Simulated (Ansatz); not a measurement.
**ClF2GeH···H2: density, localisation and related maps**

Input file:

```
crystal:
  periodic: [false, false, false]
  atoms:
    - { symbol: Ge, position_ang: [0.0, 0.0, 0.0] }
    - { symbol: Cl, position_ang: [0.0, 0.0, 2.57] }
    - { symbol: F, position_ang: [1.5842, 0.0, -0.5594] }
    - { symbol: H, position_ang: [-0.73, 1.2648, -0.5162] }
    - { symbol: F, position_ang: [-0.7913, -1.3709, -0.5594] }
    - { symbol: H, position_ang: [-1.7556, 0.0, 0.5833] }
    - { symbol: H, position_ang: [-1.4971, 0.0, 1.5533] }
basis:
  gaussian: { orbitals: def2-SVP }
hamiltonian:
  xc: hf
relax:
  f_tol: 0.15
  max_steps: 25
  restrain:
    - { distance: [0, 5], at: 2.75, k: 30.0 }
    - { distance: [6, 1], at: 2.57, k: 30.0 }
    - { distance: [0, 1], at: 2.22, k: 30.0 }
    - { distance: [6, 5], at: 0.66, k: 30.0 }
output:
  orbitals: {}
```

Run with:

```sh
ansatz run input.yaml --threads 1 --pin off --max-ram 2048MiB --backend cpu --events-out ev --progress --plain --runs-dir out
```

The fields are those of the run's last geometry, not of the input's.

Not at a stationary point (largest force 1.6 eV/Å).

The calculation used RHF/def2-SVP in Ansatz 0.2.0.

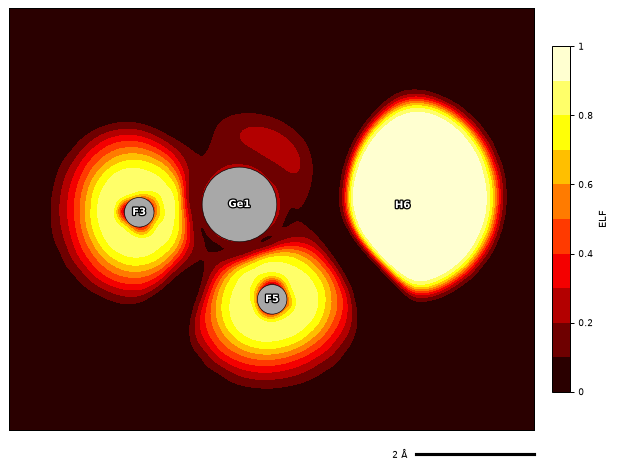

Figure 1. ELF on the plane of atoms F3, Ge1 and F5. Grey discs cover the atomic cores.

### What does the map show?

The section cuts through Ge, F and H sites. Ge1···H6 (2.76 Å): the ELF dips to about 0 between them. Ge–F (1.70 Å): the ELF peaks at about 0.80 in the valence shell of F, 0.5 Å from its nucleus, and is about 0.25 at the midpoint. The ELF also peaks beside F5 and F3, away from the bonds: lone-pair regions.

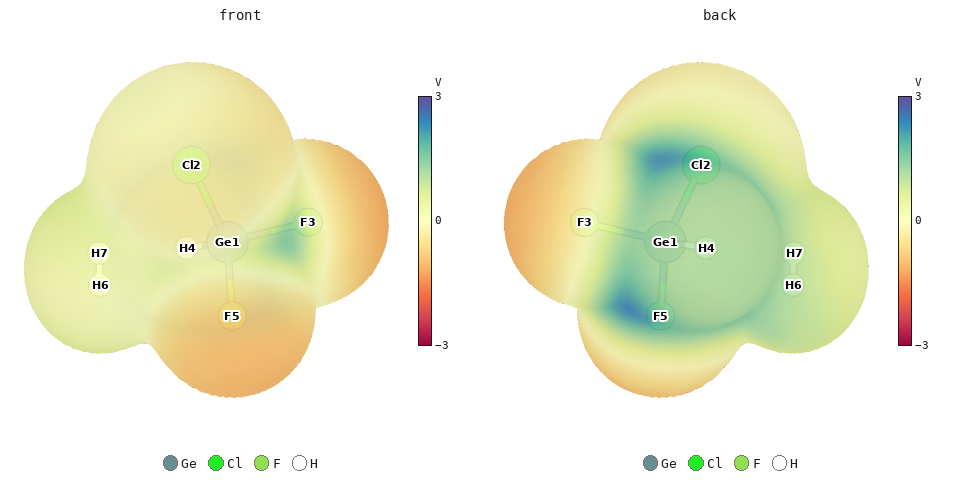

Figure 2. The molecular electrostatic potential painted on the density surface at 0.001 e/bohr³, seen from the front and from behind; red is negative and blue positive.

### Which sites attract a positive test charge, and which a negative one?

A positive charge is drawn to the negative regions and a negative charge to the positive ones. The most negative region (about −1.1 V) lies over F3 and F5, the most positive (about +2.2 V) over Ge1.

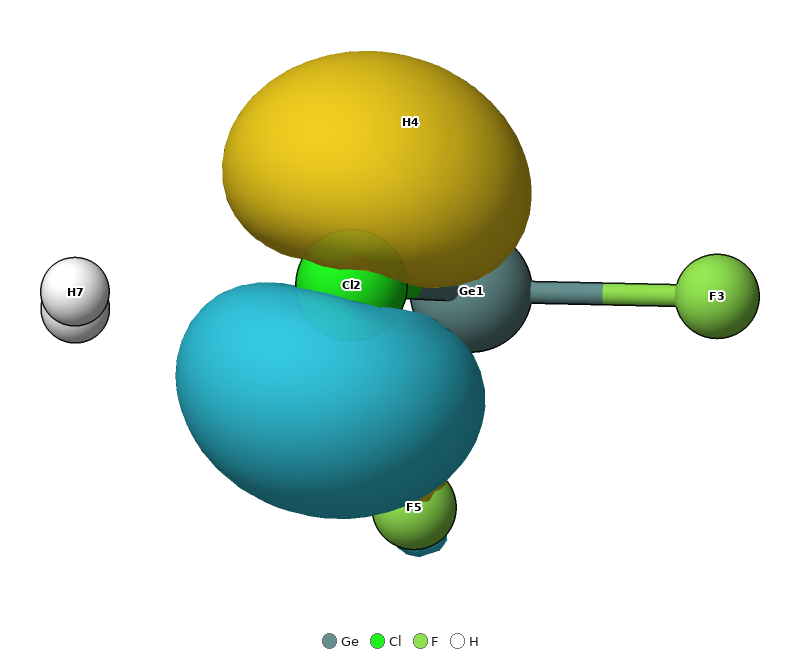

Figure 3. The HOMO−1 at ±0.15 Å⁻³ᐟ² (yellow and cyan are the two phases), seen from one side.

### Describe this orbital and give its energy.

By Hirshfeld shares it lies mainly on Cl2 (about 90 %); largely a lone pair of Cl2. Its energy is −13.22 eV.

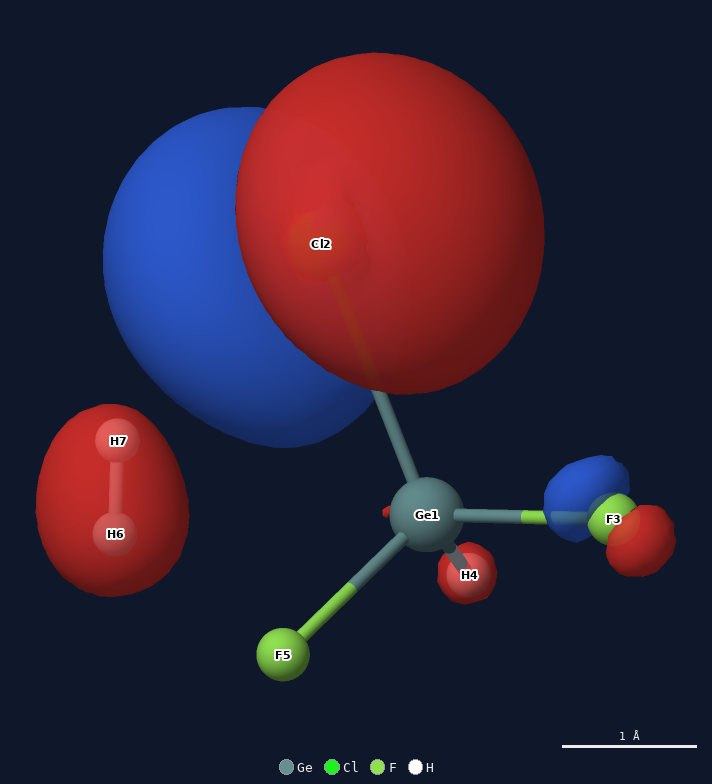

Figure 4. The HOMO at ±0.1 Å⁻³ᐟ² (red and blue are the two phases), seen at a tilt.

### Where does this orbital lie, and at what energy?

By Hirshfeld shares it lies mainly on Cl2 (about 90 %); largely a lone pair of Cl2. Its energy is −13.14 eV.
